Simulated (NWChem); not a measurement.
**CHF2 (difluoromethyl radical): levels of theory compared**

We compute a comparison of 6 runs (UHF/def2-SVP, UPBE0/pcseg-2, UBLYP/3-21G, UB3LYP/6-31G**, UPBE0/def2-SVP, U-r2SCAN/def2-TZVP) of CHF2 (difluoromethyl radical). 

Program for the calculation: NWChem 7.3.0.

**1. Starting point**

CHF2 has 4 atoms, charge 0, and is taken as a doublet. SMILES: `F[CH]F`. The shape is that of a PBE0-D4/def2-TZVP optimisation.

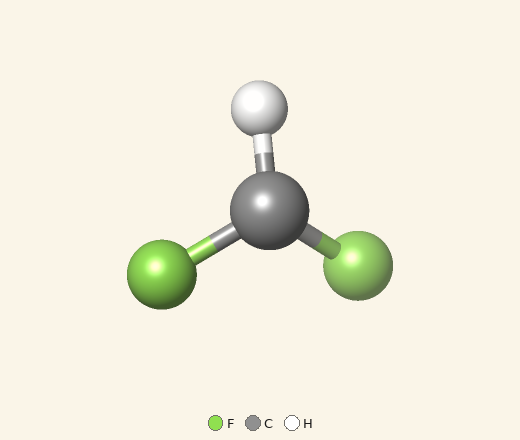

The structure, seen from a chosen angle (fluorine green, carbon grey, hydrogen white).

**2. Energy and forces at UHF/def2-SVP (run 1)**

Input file run.nw:

```
START run
TITLE "CHF2 hf"
memory total 2200 mb
charge 0

GEOMETRY noautosym nocenter noautoz
  F       -1.208200       0.264600      -0.141700
  C        0.038600       0.063400       0.244400
  F        0.433100      -1.166800      -0.029600
  H        0.736500       0.838700      -0.073100
END

BASIS spherical bse
  * library def2-SVP
END

SCF
  doublet
  uhf
  thresh 1e-08
  maxiter 80
END

TASK scf gradient
```

On the command line:

```bash
$ nwchem run.nw > run.out
```

What it wrote:

```text
[...]
  functions       =    47
[...]
  wavefunction    = UHF
[...]
         Total SCF energy =   -237.076265140881
      One electron energy =   -469.723764421956
      Two electron energy =    162.109225837946
 Nuclear repulsion energy =     70.538273443128
                       Sz =      0.5000
                 Sz(Sz+1) =      0.7500
                      S^2 =      0.7554
[...]
                         UHF ENERGY GRADIENTS
    atom               coordinates                        gradient
                 x          y          z           x          y          z
   1 F      -2.283167   0.500021  -0.267774   -0.015781   0.003006  -0.004034
   2 C       0.072943   0.119809   0.461849    0.007092   0.008719   0.007254
   3 F       0.818440  -2.204932  -0.055936    0.005387  -0.015452  -0.002592
   4 H       1.391783   1.584913  -0.138139    0.003302   0.003727  -0.000628
[...]
```

It took 2 s on 1 thread of Intel Xeon 6975P-C (Granite Rapids), shared host; peak memory 0.1 GiB.

**3. Energy and gradient at UPBE0/pcseg-2 (run 2)**

Input file chf2.nw:

```
start chf2
title "CHF2 gradient"
memory total 2200 mb

geometry units angstroms noautosym nocenter noautoz
  F       -1.208200       0.264600      -0.141700
  C        0.038600       0.063400       0.244400
  F        0.433100      -1.166800      -0.029600
  H        0.736500       0.838700      -0.073100
end

basis spherical bse
  F library pcseg-2
  C library pcseg-2
  H library pcseg-2
end

dft
  xc pbe0
  mult 2
  grid fine
  convergence energy 1e-08
  maxiter 100
  mulliken
  print low
end

task dft gradient
```

On the command line:

```bash
$ nwchem chf2.nw > chf2.out
```

What it wrote:

```text
[...]
 d= 0,ls=0.0,diis     1   -238.0917612016 -3.09D+02  5.04D-03  2.30D-01     1.8
[...]
 d= 0,ls=0.0,diis    10   -238.1850645015 -4.96D-09  3.96D-07  4.66D-09    14.3
[...]
         Total DFT energy =     -238.185064501461
      One electron energy =     -470.071186864619
           Coulomb energy =      187.806161770176
    Exchange-Corr. energy =      -26.458312850147
 Nuclear repulsion energy =       70.538273443128
[...]
      Total Density - Mulliken Population Analysis
     ---------------------------------------------
    Atom       Charge   Shell Charges
 -----------   ------   -------------------------------------------------------
    1 F    9     9.23   2.00  0.64  0.95  0.33  2.37  2.24  0.67  0.00  0.02  0.00
    2 C    6     5.58   2.00  0.54  0.50  0.12  1.23  0.93  0.10  0.02  0.13  0.01
    3 F    9     9.23   2.00  0.64  0.95  0.33  2.37  2.24  0.67  0.00  0.02  0.00
    4 H    1     0.96   0.43  0.45  0.04  0.01  0.03  0.00
[...]
      <S2> =      0.7525 (Exact =     0.7500)
                         DFT ENERGY GRADIENTS
    atom               coordinates                        gradient
                 x          y          z           x          y          z
   1 F      -2.283167   0.500021  -0.267774    0.000106  -0.000026  -0.000042
   2 C       0.072943   0.119809   0.461849   -0.000744  -0.000799   0.000492
   3 F       0.818440  -2.204932  -0.055936   -0.000031   0.000096  -0.000054
   4 H       1.391783   1.584913  -0.138139    0.000670   0.000729  -0.000395
 Task  times  cpu:       18.8s     wall:       18.8s
 Total times  cpu:       18.8s     wall:       18.8s
```

Wall time 20 s (1 thread of Intel Xeon 6975P-C (Granite Rapids), shared host); peak memory 0.12 GiB.

Runs 3 to 4 aren't shown in full; the table further down has their settings and results.

**4. Energy and gradient at UPBE0/def2-SVP (run 5)**

Input file sp.xyz:

```xyz
4
CHF2 gradient
F     -1.208200     0.264600    -0.141700
C      0.038600     0.063400     0.244400
F      0.433100    -1.166800    -0.029600
H      0.736500     0.838700    -0.073100
```

Input file run.py:

```python
from ase.io import read
from ase.calculators.nwchem import NWChem

molecule = read('sp.xyz')

calc = NWChem(
    label='sp',
    theory='dft',
    memory='2200 mb',
    basis='def2-SVP',
    basispar='spherical bse',
    dft={'xc': 'pbe0', 'mult': '2', 'grid': 'xfine', 'convergence': 'energy 1e-08', 'iterations': '100', 'mulliken': None},
)
molecule.calc = calc

forces = molecule.get_forces()
print(f"energy = {molecule.get_potential_energy():.6f} eV")
print("forces (eV/A):")
for s, f in zip(molecule.symbols, forces):
    print(f"{s:2s} {f[0]:10.5f} {f[1]:10.5f} {f[2]:10.5f}")
```

On the command line:

```bash
$ export ASE_NWCHEM_COMMAND="nwchem PREFIX.nwi > PREFIX.nwo"
$ python run.py
```

What it wrote:

```text
energy = -6473.525928 eV
forces (eV/A):
F     0.14306    0.02648    0.07641
C    -0.37770   -0.43873   -0.05615
F     0.00082    0.15051    0.06695
H     0.23387    0.26179   -0.08716
```

The calculator wrote sp.nwi:

```
title "sp"

permanent_dir sp

scratch_dir sp

start sp

geometry units angstrom nocenter noautosym noautoz
  F  -1.2081999999999999e+00 2.6460000000000000e-01 -1.4169999999999999e-01
  C  3.8600000000000002e-02 6.3399999999999998e-02 2.4440000000000001e-01
  F  4.3309999999999998e-01 -1.1668000000000001e+00 -2.9600000000000001e-02
  H  7.3650000000000004e-01 8.3870000000000000e-01 -7.3099999999999998e-02
end

memory 2200 mb

basis spherical bse noprint
   * library def2-SVP
end

dft
  xc pbe0
  mult 2
  grid xfine
  convergence energy 1e-08
  iterations 100
  mulliken
end

task dft gradient
```

sp.nwo:

```text
Northwest Computational Chemistry Package (NWChem) 7.3.0
             --------------------------------------------------------

           Job information
           ---------------

    nwchem branch   = 7.3.0
    use scalapack   = T
    input           = sp.nwi
    prefix          = sp.
    data base       = sp/sp.db
    status          = startup
    nproc           =        1

           Memory information
           ------------------

    heap     =     72089596 doubles =      550.0 Mbytes
    stack    =     72089601 doubles =      550.0 Mbytes
    global   =    144179200 doubles =     1100.0 Mbytes (distinct from heap & stack)
    total    =    288358397 doubles =     2200.0 Mbytes
    verify   = yes
    hardfail = no

[... 108 lines left out ...]
          Convergence on energy requested:  1.00D-08
[... 25 lines left out ...]
          Convergence Information
[... 30 lines left out ...]
 1-e energy   =    -469.160764
[... 59 lines left out ...]
      One electron energy =     -469.809298913848
[... 8 lines left out ...]
                    DFT Final Alpha Molecular Orbital Analysis
[... 776 lines left out ...]
          Convergence on gradient requested:  5.00D-04
[... 26 lines left out ...]
          total energy or number of iterations.
[... 26 lines left out ...]
                         DFT ENERGY GRADIENTS

    atom               coordinates                        gradient
                 x          y          z           x          y          z
   1 F      -2.283167   0.500021  -0.267774   -0.002782  -0.000515  -0.001486
   2 C       0.072943   0.119809   0.461849    0.007345   0.008532   0.001092
   3 F       0.818440  -2.204932  -0.055936   -0.000016  -0.002927  -0.001302
   4 H       1.391783   1.584913  -0.138139   -0.004548  -0.005091   0.001695

                 ----------------------------------------
                 |  Time  |  1-e(secs)   |  2-e(secs)   |
                 ----------------------------------------
                 |  CPU   |       0.00   |       0.23   |
                 ----------------------------------------
                 |  WALL  |       0.00   |       0.23   |
                 ----------------------------------------

 Task  times  cpu:        8.2s     wall:        8.2s
 Total times  cpu:        8.2s     wall:        8.2s
```

Run time: 9.3 s. Hardware: 1 thread of Intel Xeon 6975P-C (Granite Rapids), shared host; peak memory 0.12 GiB.

**5. Energy and forces at U-r2SCAN/def2-TZVP (run 6)**

Input file input.xyz:

```xyz
4
CHF2 gradient
F     -1.208200     0.264600    -0.141700
C      0.038600     0.063400     0.244400
F      0.433100    -1.166800    -0.029600
H      0.736500     0.838700    -0.073100
```

Input file input.nw:

```
start input
title "CHF2 gradient"
memory stack 880 mb heap 220 mb global 1100 mb
charge 0

geometry units angstrom noautosym nocenter noautoz
 load input.xyz
end

basis "ao basis" spherical bse
 * library def2-TZVP
end

dft
 xc r2scan
 mult 2
 grid fine
 convergence energy 1e-08
 iterations 100
 mulliken
 noprint "final vectors analysis"
end

task dft gradient
```

On the command line:

```bash
$ nwchem input.nw > input.out
```

What it wrote:

```text
[...]
          Wavefunction type:  spin polarized.
          No. of atoms     :     4
          No. of electrons :    25
[...]
          Charge           :     0
          Spin multiplicity:     2
[...]
          AO basis - number of functions:    99
[...]
              XC Information
              --------------
                      r^2SCAN Method XC Functional
               r^2SCAN metaGGA Exchange Functional  1.000
                     r^2SCAN Correlation Potential  1.000
[...]
 d= 0,ls=0.0,diis     1   -238.2280194031 -3.09D+02  6.33D-03  2.57D-01     1.5
[...]
 d= 0,ls=0.0,diis    10   -238.3219292523 -8.07D-09  7.33D-07  5.50D-09    13.6
[...]
         Total DFT energy =     -238.321929252278
      One electron energy =     -470.157553234990
           Coulomb energy =      187.909599177034
    Exchange-Corr. energy =      -26.612248637450
 Nuclear repulsion energy =       70.538273443128
[...]
      Total Density - Mulliken Population Analysis
     ---------------------------------------------
    Atom       Charge   Shell Charges
 -----------   ------   -------------------------------------------------------
    1 F    9     9.17   0.77  1.20  0.62  0.97  0.36  2.27  2.14  0.81  0.00  0.02  0.00
    2 C    6     5.78   0.86  1.12  0.55  0.61  0.12  1.17  0.98  0.18  0.05  0.14  0.02
    3 F    9     9.17   0.77  1.20  0.62  0.97  0.36  2.27  2.14  0.81  0.00  0.02  0.00
    4 H    1     0.89   0.27  0.48  0.12  0.02
[...]
      <S2> =      0.7535 (Exact =     0.7500)
[...]
  wavefunction    = open shell
                         DFT ENERGY GRADIENTS
    atom               coordinates                        gradient
                 x          y          z           x          y          z
   1 F      -2.283167   0.500021  -0.267774    0.007696  -0.001234   0.002605
   2 C       0.072943   0.119809   0.461849   -0.004886  -0.005977  -0.004949
   3 F       0.818440  -2.204932  -0.055936   -0.002440   0.007609   0.001910
   4 H       1.391783   1.584913  -0.138139   -0.000369  -0.000397   0.000434
[...]
```

Run time: 19 s. Hardware: 1 thread of Intel Xeon 6975P-C (Granite Rapids), shared host; peak memory 0.12 GiB.

**6. All runs side by side**

```csv
run,level,iteration cap,module,energy (Eh),dipole moment (D),HOMO energy (eV),LUMO energy (eV),wall time
1,UHF/def2-SVP,80,scf,-237.076265,1.74,-11.59,3.56,2 s
2,UPBE0/pcseg-2,100,dft,-238.185065,–,–,–,20 s
3,UBLYP/3-21G,100,dft,-236.967429,1.10,-4.00,-2.09,4.2 s
4,UB3LYP/6-31G** (spherical functions),100,dft,-238.304000,1.18,-6.01,-1.45,9.6 s
5,UPBE0/def2-SVP,100,dft,-237.897692,1.32,-6.66,-1.28,9.3 s
6,U-r2SCAN/def2-TZVP,100,dft,-238.321929,1.28,–,–,19 s
```

**7. What came out**

| quantity | value |
| --- | --- |
| run 6: total energy | -238.32193 Eh |
| run 6: dipole moment | 1.28 D |
| run 6: ⟨S²⟩ | 0.753 |
| run 6: largest force on an atom | 0.472 eV/Å |

In words: Over runs 1, 3, 4, 5, 6 the dipole moment (its size) runs from 1.10 D (UBLYP/3-21G) to 1.74 D (UHF/def2-SVP). The two ends differ in method and basis. Totals of different functionals can't be ranked against each other. All runs together took 64 s, the longest 20 s.
